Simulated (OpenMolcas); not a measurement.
# A workflow on HfN4H8 (SMILES N[Hf](N)(N)N)

Aim: a single-point energy (HF/ANO-RCC-MB), then the energy (CASSCF(2,2)/ANO-RCC-VDZ), then the energy along one coordinate (CASPT2(2,2)/ANO-RCC-VDZ), then an energy scan (SC-NEVPT2(2,2)/ANO-RCC-VDZ), then an energy scan (MC-PDFT[tPBE](2,2)/ANO-RCC-VDZ) of HfN4H8. 

The results are computed with OpenMolcas 26.06.

### Step 1. The molecule

The species is HfN4H8 (13 atoms), meant as a singlet with charge 0. As SMILES, `N[Hf](N)(N)N`. Geometry: relaxed at PBE0-D4/def2-TZVP. This is one conformer, not always the lowest.

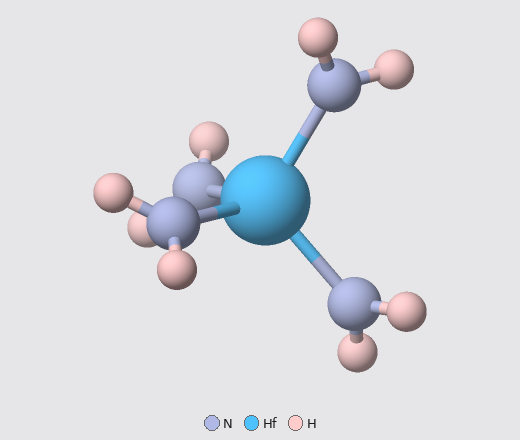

The structure, seen from a chosen angle (nitrogen light blue, hafnium blue, hydrogen pink).

### Step 2. The energy at HF/ANO-RCC-MB (DKH2) (run 1)

File input.xyz:

```xyz
13

N     -1.892290     0.539860    -0.567300
Hf     0.000170    -0.000190     0.000180
N     -0.092830    -1.827950     0.920030
N      1.218200    -0.104950    -1.643110
N      0.766900     1.394050     1.289870
H     -2.332080     1.439560    -0.439190
H     -2.571790    -0.096310    -0.961490
H     -0.819050    -2.103730     1.566890
H      0.512350    -2.620290     0.761180
H      0.933270    -0.115740    -2.611560
H      2.228090    -0.081500    -1.605960
H      0.882860     1.300200     2.288380
H      1.166170     2.276990     1.002090
```

File step1.inp:

```
* H8HfN4 Hartree-Fock

&GATEWAY
  Coord
  input.xyz
  Basis
  ANO-RCC-MB
  Group
  NoSym

&SEWARD

&SCF
  PrOrbitals
  0

&LOCALISATION
  Occupied
  Freeze
  Pipek-Mezey

&LOCALISATION
  FileOrb
  $Project.LocOrb
  Virtual
  Pipek-Mezey
```

Started as:

```bash
export MOLCAS_MEM=1860
pymolcas step1.inp > step1.log
```

Log:

```text
--- Start Module: gateway ---
[...]
--- Stop Module: gateway /rc=_RC_ALL_IS_WELL_ ---
[...]
      Basis functions           71
[...]
       Convergence after   9 Iterations
[...]
::    Total SCF energy                             -15286.6048445676
[...]
      Total spin, S                                     0.0000000000
[...]
      Total electronic charge=  108.000000
      Total            charge=   -0.000000
[...]
      Dipole Moment (debye):
      Origin of the operator (angstrom)=    0.0001   -0.0001    0.0001
                   X=  1.5417E-03               Y= -6.9250E-03               Z=  3.6052E-03           Total=  7.9580E-03
      Quadrupole Moment (debye*angstrom):
[...]
--- Start Module: localisation ---
[...]
--- Stop Module: localisation /rc=_RC_ALL_IS_WELL_ ---
--- Start Module: localisation ---
[...]
--- Stop Module: localisation /rc=_RC_ALL_IS_WELL_ ---
[...]
```

It took 24 s on 1 thread of Intel Xeon 6975P-C (Granite Rapids), shared host; peak memory 0.47 GiB.

### Step 3. A single-point energy at CASSCF(2,2)/ANO-RCC-VDZ (DKH2, RICD fitting) (run 2)

input.xyz is that of step 2.

File step2.input:

```
* H8HfN4 CASSCF

&GATEWAY
 Coord=input.xyz
 Basis=ANO-RCC-MB
 Group=NoSym

&SEWARD

&RASSCF
 FileOrb=$CurrDir/step1.LocOrb
 Alter=2
 1 42 54
 1 55 67
 Spin=1
 Nactel=2 0 0
 Inactive=53
 Ras2=2
 OrbListing=Nothing
>>> COPY $Project.RunFile RUNFIL1
>>> COPY $Project.RasOrb INPORB

&GATEWAY
 Coord=input.xyz
 Basis=ANO-RCC-VDZ
 Group=NoSym
 RICD

&SEWARD
>>> COPY $Project.RunFile RUNFIL2

&EXPBAS

&RASSCF
 FileOrb=$Project.ExpOrb
 Spin=1
 Nactel=2 0 0
 Inactive=53
 Ras2=2
 OrbListing=Nothing
 OrbAppear=Compact
```

Started as:

```bash
export MOLCAS_MEM=1860
pymolcas step2.input > step2.log
```

Log:

```text
--- Start Module: gateway ---
[...]
      Basis functions           71
[...]
      Number of active orbitals                  2
[...]
      Spin quantum number                      0.0
[...]
      Active orbitals                            2
[...]
      Number of CSFs                             3
[...]
      Number of root(s) required                 1
[...]
      Convergence after 10 iterations
[...]
      printout of CI-coefficients larger than  0.05 for root  1
      energy=  -15286.621217
      conf/sym  11     Coeff  Weight
             1  20   0.99530 0.99061
             3  02  -0.09689 0.00939
      Natural orbitals and occupation numbers for root  1
      sym 1:   1.981226   0.018774
      ************************************************************************************************************************
      *                                                    Final results                                                     *
[...]
::    RASSCF root number  1 Total energy: -15286.62121682
[...]
      Basis functions          111
[...]
      Convergence after 13 iterations
[...]
      Natural orbitals and occupation numbers for root  1
      sym 1:   1.981441   0.018559
      ************************************************************************************************************************
      *                                                    Final results                                                     *
[...]
::    RASSCF root number  1 Total energy: -15286.86469445
[...]
      Total electronic charge=  108.000000
      Total            charge=   -0.000000
[...]
      Dipole Moment (debye):
      Origin of the operator (angstrom)=    0.0001   -0.0001    0.0001
                   X=  3.6740E-02               Y= -5.8024E-02               Z=  2.9531E-03           Total=  6.8741E-02
      Quadrupole Moment (debye*angstrom):
[...]
```

Wall time 57 s (1 thread of Intel Xeon 6975P-C (Granite Rapids), shared host); peak memory 0.61 GiB.

### Step 4. The energy along one coordinate at CASPT2(2,2)/ANO-RCC-VDZ (DKH2, RICD fitting, ipea shift 0.25 Eh, pt2 variant SS) (run 3)

File step3.inp:

```
>>> COPY $CurrDir/step2.RasOrb $Project.RasOrb
>>> ForEach K in (1, 2, 3, 4, 5, 6, 7, 8, 9)

&gateway
 coord = $CurrDir/point$K.xyz
 basis = ANO-RCC-VDZ
 group = NoSym
 ricd

&seward

&rasscf
 fileorb = $Project.RasOrb
 spin = 1
 nactel = 2 0 0
 inactive = 53
 ras2 = 2
 orblisting = Nothing
 orbappear = Compact

&caspt2
 imaginary = 0.2
 frozen = 34
>>> EndDo
```

Started as:

```bash
export MOLCAS_MEM=1860
pymolcas step3.inp > step3.log
```

Log:

```text
[...]
      Basis functions          111
[...]
      Number of active orbitals                  2
[...]
      Spin quantum number                      0.0
[...]
      Active orbitals                            2
[...]
      Number of CSFs                             3
[...]
      Number of root(s) required                 1
[...]
      Convergence after 11 iterations
[...]
      printout of CI-coefficients larger than  0.05 for root  1
      energy=  -15286.850936
      conf/sym  11     Coeff  Weight
             1  20   0.99676 0.99353
             3  02  -0.08045 0.00647
      Natural orbitals and occupation numbers for root  1
      sym 1:   1.987057   0.012943
      ************************************************************************************************************************
      *                                                    Final results                                                     *
[...]
::    RASSCF root number  1 Total energy: -15286.85093616
[...]
::    CASPT2 Root  1     Total energy: -15287.47899463
[...]
      Convergence after 11 iterations
[...]
      Natural orbitals and occupation numbers for root  1
      sym 1:   1.981415   0.018585
      ************************************************************************************************************************
      *                                                    Final results                                                     *
[...]
      Convergence after 14 iterations
[...]
      Convergence after 16 iterations
[...]
      Convergence after 17 iterations
[...]
::    RASSCF root number  1 Total energy: -15286.70299432
[...]
::    CASPT2 Root  1     Total energy: -15287.33151392
[...]
      Convergence after 21 iterations
[...]
::    RASSCF root number  1 Total energy: -15286.69434865
[...]
      Reference weight:           0.83044
[...]
::    CASPT2 Root  1     Total energy: -15287.31887750
[...]
```

Run time: 5 min. Hardware: 1 thread of Intel Xeon 6975P-C (Granite Rapids), shared host; peak memory 0.61 GiB.

The scan, from its lowest point:

| H6–N1 (Å) | energy (kJ/mol) |
| --- | --- |
| 0.909 | 37.4 |
| 1.010 | 0.0 |
| 1.111 | 9.6 |
| 1.262 | 65.5 |
| 1.464 | 163.6 |
| 1.716 | 269.2 |
| 2.019 | 361.7 |
| 2.423 | 424.6 |
| 3.029 | 457.8 |

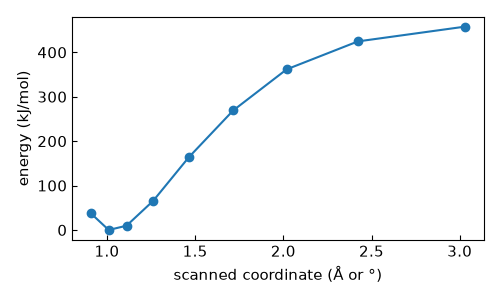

Energy along the scan.

### Step 5. The energy along one coordinate at SC-NEVPT2(2,2)/ANO-RCC-VDZ (DKH2, RICD fitting, pt2 variant SC-NEVPT2) (run 4)

File step4.inp:

```
>>> COPY $CurrDir/step2.RasOrb $Project.RasOrb
>>> ForEach K in (1, 2, 3, 4, 5, 6, 7, 8, 9)

&GATEWAY
  Coord
  $CurrDir/point$K.xyz
  Basis
  ANO-RCC-VDZ
  Group
  NoSym
  RICD

&SEWARD

&RASSCF
  FileOrb
  $Project.RasOrb
  Spin
  1
  Nactel
  2 0 0
  Inactive
  53
  Ras2
  2
  OrbListing
  Nothing
  OrbAppear
  Compact

&CASPT2
  SC-NEVPT2
  Frozen
  34
>>> EndDo
```

Started as:

```bash
export MOLCAS_MEM=1860
pymolcas step4.inp > step4.log
```

Log:

```text
--- Start Module: gateway ---
[...]
      Basis functions          111
[...]
      Number of active orbitals                  2
[...]
      Spin quantum number                      0.0
[...]
      Active orbitals                            2
[...]
      Number of CSFs                             3
[...]
      Number of root(s) required                 1
[...]
      Convergence after 11 iterations
[...]
      printout of CI-coefficients larger than  0.05 for root  1
      energy=  -15286.850936
      conf/sym  11     Coeff  Weight
             1  20   0.99676 0.99353
             3  02  -0.08045 0.00647
      Natural orbitals and occupation numbers for root  1
      sym 1:   1.987057   0.012943
      ************************************************************************************************************************
      *                                                    Final results                                                     *
[...]
::    RASSCF root number  1 Total energy: -15286.85093616
[...]
::    SC-NEVPT2 Root  1     Total energy: -15287.48032034
[...]
      Convergence after 11 iterations
[...]
      Natural orbitals and occupation numbers for root  1
      sym 1:   1.981415   0.018585
      ************************************************************************************************************************
      *                                                    Final results                                                     *
[...]
      Convergence after 14 iterations
[...]
      Convergence after 16 iterations
[...]
      Convergence after 17 iterations
[...]
::    RASSCF root number  1 Total energy: -15286.70299432
[...]
::    SC-NEVPT2 Root  1     Total energy: -15287.32889648
[...]
      Convergence after 21 iterations
[...]
::    RASSCF root number  1 Total energy: -15286.69434865
[...]
::    SC-NEVPT2 Root  1     Total energy: -15287.31651368
[...]
```

Wall time 5.1 min (1 thread of Intel Xeon 6975P-C (Granite Rapids), shared host); peak memory 0.61 GiB.

The scan, from its lowest point:

| H6–N1 (Å) | energy (kJ/mol) |
| --- | --- |
| 0.909 | 38.7 |
| 1.010 | 0.0 |
| 1.111 | 8.8 |
| 1.262 | 64.7 |
| 1.464 | 164.6 |
| 1.716 | 274.1 |
| 2.019 | 371.1 |
| 2.423 | 436.3 |
| 3.029 | 468.8 |

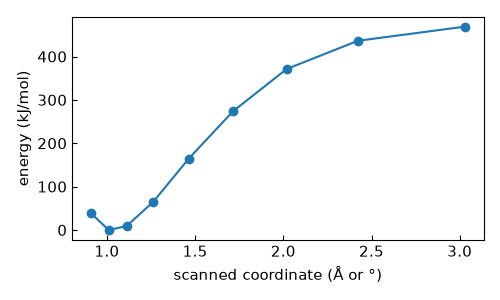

Energy along the scan.

### Step 6. An energy scan at MC-PDFT[tPBE](2,2)/ANO-RCC-VDZ (DKH2, RICD fitting) (run 5)

File step5.inp:

```
>>> COPY $CurrDir/step2.RasOrb $Project.RasOrb
>>> ForEach K in (1, 2, 3, 4, 5, 6, 7, 8, 9)

&GATEWAY
 COORD=$CurrDir/point$K.xyz
 BASIS=ANO-RCC-VDZ
 GROUP=NoSym
 RICD

&SEWARD

&RASSCF
 FILEORB=$Project.RasOrb
 SPIN=1
 NACTEL=2 0 0
 INACTIVE=53
 RAS2=2
 ORBLISTING=Nothing
 ORBAPPEAR=Compact

&MCPDFT
 KSDFT=T:PBE
>>> EndDo
```

Started as:

```bash
export MOLCAS_MEM=1860
pymolcas step5.inp > step5.log
```

Log:

```text
--- Start Module: gateway ---
[...]
      Basis functions          111
[...]
      Number of active orbitals                  2
[...]
      Spin quantum number                      0.0
[...]
      Active orbitals                            2
[...]
      Number of CSFs                             3
[...]
      Number of root(s) required                 1
[...]
      Convergence after 11 iterations
[...]
      printout of CI-coefficients larger than  0.05 for root  1
      energy=  -15286.850936
      conf/sym  11     Coeff  Weight
             1  20   0.99676 0.99353
             3  02  -0.08045 0.00647
      Natural orbitals and occupation numbers for root  1
      sym 1:   1.987057   0.012943
      ************************************************************************************************************************
      *                                                    Final results                                                     *
[...]
::    RASSCF root number  1 Total energy: -15286.85093616
[...]
::    MCPDFT root number  1 Total energy: -15293.19943735
[...]
      Convergence after 11 iterations
[...]
      Natural orbitals and occupation numbers for root  1
      sym 1:   1.981415   0.018585
      ************************************************************************************************************************
      *                                                    Final results                                                     *
[...]
      Convergence after 14 iterations
[...]
      Convergence after 16 iterations
[...]
      Convergence after 17 iterations
[...]
::    RASSCF root number  1 Total energy: -15286.70299432
[...]
::    MCPDFT root number  1 Total energy: -15293.02734046
[...]
      Convergence after 21 iterations
[...]
::    RASSCF root number  1 Total energy: -15286.69434865
[...]
::    MCPDFT root number  1 Total energy: -15293.01560732
[...]
```

Run time: 5.3 min. Hardware: 1 thread of Intel Xeon 6975P-C (Granite Rapids), shared host; peak memory 0.61 GiB.

The scan, from its lowest point:

| H6–N1 (Å) | energy (kJ/mol) |
| --- | --- |
| 0.909 | 36.1 |
| 1.010 | 0.0 |
| 1.111 | 10.8 |
| 1.262 | 69.6 |
| 1.464 | 174.2 |
| 1.716 | 298.7 |
| 2.019 | 409.9 |
| 2.423 | 487.9 |
| 3.029 | 518.7 |

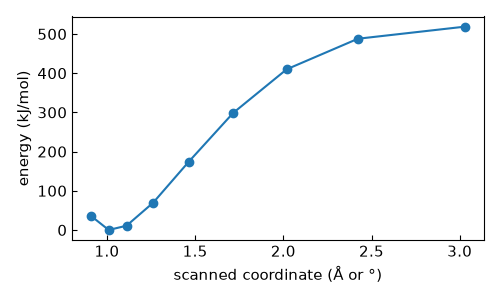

Energy along the scan.

### Step 7. What came out

| quantity | value |
| --- | --- |
| run 1, HF/ANO-RCC-MB: total energy | -15286.60484 Eh |
| run 1, HF/ANO-RCC-MB: dipole moment | 0.01 D |
| run 1, HF/ANO-RCC-MB: HOMO energy | -10.20 eV |
| run 1, HF/ANO-RCC-MB: LUMO energy | 4.74 eV |
| run 1, HF/ANO-RCC-MB: HOMO–LUMO gap | 14.94 eV |
| run 2, CASSCF(2,2)/ANO-RCC-VDZ: total energy | -15286.86469 Eh |
| run 2, CASSCF(2,2)/ANO-RCC-VDZ: dipole moment (CASSCF density) | 0.07 D |
| run 3, CASPT2(2,2)/ANO-RCC-VDZ: lowest energy of the scan | -15287.49324 Eh |
| run 4, SC-NEVPT2(2,2)/ANO-RCC-VDZ: lowest energy of the scan | -15287.49507 Eh |
| run 5, MC-PDFT[tPBE](2,2)/ANO-RCC-VDZ: lowest energy of the scan | -15293.21317 Eh |

What this shows: Mulliken charges (run 1, HF/ANO-RCC-MB) run from -0.75 on N3 to +1.48 on Hf2; they depend strongly on the basis.
